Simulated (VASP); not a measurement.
Band structure of SrO (rock salt). Method: SCAN meta-GGA, VASP's PBE PAW potentials (set 64) (plane waves; VASP 6.6.1).

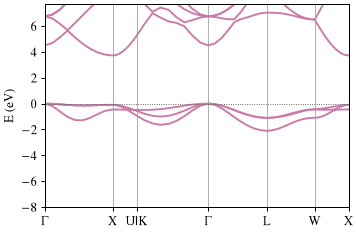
Fig. 1. Bands along high-symmetry lines, zero at the valence-band maximum or, without a gap, the Fermi level

**Question.** Read the plot: is there a gap, and where are the band edges?

**Answer.** The gap is indirect, 3.73 eV, from the valence maximum at Γ to the conduction minimum at X.

The compound is SrO in the rock salt structure. The cell was not relaxed at this level.
